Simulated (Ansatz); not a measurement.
**HF/3-21G run of AlSi2H5O (SMILES [SiH3][Al]1[O][SiH2]1)**

What is the vertical singlet–triplet gap of AlSi2H5O at HF/3-21G? 

The results are computed with Ansatz 0.2.0.

83 further runs of the same task are left out: 1 that didn't finish, 82 set aside as unsound or not needed.

## (1) The structure to begin with

AlSi2H5O: 9 atoms, total charge 0, spin state singlet. SMILES: `[SiH3][Al]1[O][SiH2]1`. The coordinates come from a PBE0-D4/def2-TZVP relaxation.

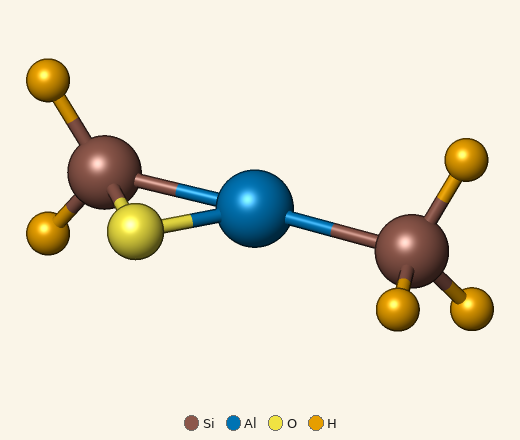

Viewed from a chosen angle; silicon brown, aluminium blue, oxygen yellow, hydrogen amber.

## (2) A single-point energy at HF/3-21G

run.yaml

```yaml
crystal:
  periodic: [false, false, false]
  atoms:
    - {symbol: Si, position_ang: [-0.652900, 1.717100, -1.334700]}
    - {symbol: Al, position_ang: [-0.124900, -0.148900, 0.162800]}
    - {symbol: O, position_ang: [1.392700, -0.965300, 0.434300]}
    - {symbol: Si, position_ang: [0.478600, -1.877700, 1.520900]}
    - {symbol: H, position_ang: [-1.763800, 1.326700, -2.244900]}
    - {symbol: H, position_ang: [-1.100100, 2.886400, -0.529300]}
    - {symbol: H, position_ang: [0.526500, 2.112800, -2.150200]}
    - {symbol: H, position_ang: [0.403300, -3.327600, 1.187000]}
    - {symbol: H, position_ang: [0.929000, -1.770000, 2.936900]}
basis:
  gaussian:
    orbitals: 3-21G.json
hamiltonian:
  xc: hf
accuracy: high
output:
  orbitals: {seedname: orbitals}
```

The basis set 3-21G is read from a file made from the Basis Set Exchange's data (not shown).

Started as:

```sh
$ ansatz run run.yaml --threads 1 --pin off --max-ram 3480MiB --events-out events.jsonl --progress --plain --runs-dir runs
```

Log:

```text
Warning: RAYON_NUM_THREADS=1 ignored (pool sized by the plan → 1); use --threads N
Functional definition: HF
  name "HF"
  exchange = exact_x
  correlation = 0
1315 factors; integrals over basis functions are off by at most 9.5e-9 eV
mean field evaluation 1: about -24288.2956 eV, gradient 4.2e1 eV
mean field evaluation 2: about -24288.6166 eV, gradient 4.2e1 eV
mean field evaluation 4: about -24292.5914 eV, gradient 2.4e0 eV
mean field evaluation 8: about -24292.6541 eV, gradient 1.5e-1 eV
mean field evaluation 16: about -24292.6543 eV, gradient 3.0e-8 eV
mean field -24292.65428648 eV, -892.7385788757 hartree, gradient 3.0e-8 eV, S^2 0.000000; 0 other end points of the search recorded, 0 dependent functions left out
reference -24292.65428648 eV, -892.7385788757 hartree; 27, 27 occupied and 31, 31 virtual orbitals, 1315 factors
Total energy: -24292.65428648 eV, -892.7385788757 hartree
```

It took 0.88 s on 1 thread of Arm Neoverse V1, shared host; peak memory 0.14 GiB.

## (3) The triplet

input.yaml

```yaml
crystal:
  periodic: [false, false, false]
  atoms:
    - {symbol: Si, position_ang: [-0.652900, 1.717100, -1.334700]}
    - {symbol: Al, position_ang: [-0.124900, -0.148900, 0.162800]}
    - {symbol: O, position_ang: [1.392700, -0.965300, 0.434300]}
    - {symbol: Si, position_ang: [0.478600, -1.877700, 1.520900]}
    - {symbol: H, position_ang: [-1.763800, 1.326700, -2.244900]}
    - {symbol: H, position_ang: [-1.100100, 2.886400, -0.529300]}
    - {symbol: H, position_ang: [0.526500, 2.112800, -2.150200]}
    - {symbol: H, position_ang: [0.403300, -3.327600, 1.187000]}
    - {symbol: H, position_ang: [0.929000, -1.770000, 2.936900]}
basis:
  gaussian:
    orbitals: 3-21G.json
magnetization:
  spin_polarized: true
  initial_magnetization: 2
hamiltonian:
  xc: hf
accuracy: high
output:
  orbitals: {seedname: orbitals}
```

The basis set 3-21G is read from a file made from the Basis Set Exchange's data (not shown).

Started as:

```sh
$ ansatz run input.yaml --threads 1 --pin off --max-ram 3480MiB --events-out events.jsonl --progress --plain --runs-dir runs
```

Log (excerpt; [...] marks lines left out):

```text
Warning: RAYON_NUM_THREADS=1 ignored (pool sized by the plan → 1); use --threads N
[... 2 set-up lines as earlier in the session ...]
[...]
1315 factors; integrals over basis functions are off by at most 9.5e-9 eV
[...]
mean field -24290.08512810 eV, -892.6441640465 hartree, gradient 6.6e-8 eV, S^2 2.018532; 3 other end points of the search recorded, 0 dependent functions left out
reference -24290.08512810 eV, -892.6441640465 hartree; 28, 26 occupied and 30, 32 virtual orbitals, 1315 factors
Total energy: -24290.08512810 eV, -892.6441640465 hartree
```

Run time: 6 s. Hardware: 1 thread of Arm Neoverse V1, shared host; peak memory 0.25 GiB.

## (4) What came out

At HF/3-21G:

| quantity | value |
| --- | --- |
| singlet: total energy | -892.73858 Eh |
| singlet: HOMO energy | -8.50 eV |
| singlet: LUMO energy | 1.07 eV |
| singlet: HOMO–LUMO gap | 9.56 eV |
| triplet: total energy | -892.64416 Eh |
| triplet: HOMO energy (highest over α and β) | -5.57 eV |
| triplet: LUMO energy (lowest over α and β) | -0.77 eV |
| triplet: ⟨S²⟩ | 2.019 |
| vertical energy of the triplet above the singlet | 2.569 eV |

What this shows: At this shape the triplet lies 2.57 eV (59 kcal/mol) above the singlet.
